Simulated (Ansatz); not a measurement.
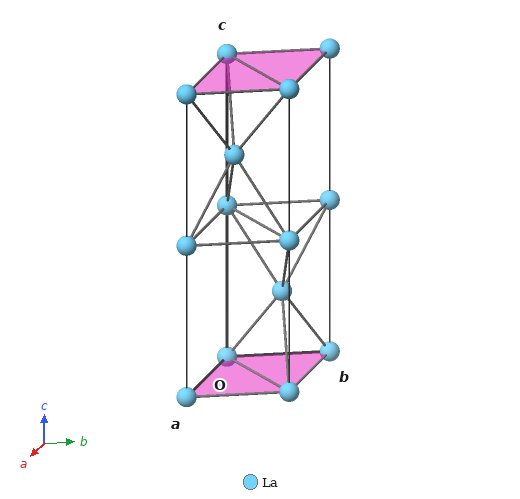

Every member of one family of equally spaced planes, hx + ky + lz = a whole number, that cuts the unit cell is shaded (one member passes through the origin O). Crystal: La, the end point of a relaxation at fixed volume with DFT HSE06, scalar-relativistic, plane waves, PAW in Ansatz 0.2.0. The drawing is computed from the coordinates (standard cell, symmetry found to 0.002 Å).

a = 3.772 Å, b = 3.772 Å, c = 12.200 Å, α = 90.00°, β = 90.00°, γ = 120.00°.

Index the planes.

Answer. (0 0 1), in four indices (0 0 0 1); the opposite sign names the same planes. The member next to the origin meets the axes a never, b never, c at 1.

What is the spacing?

Answer. d = 12.200 Å.

Which atoms of the cell lie in these planes (within 0.03 Å)?

Answer. 1 of the 4 La.
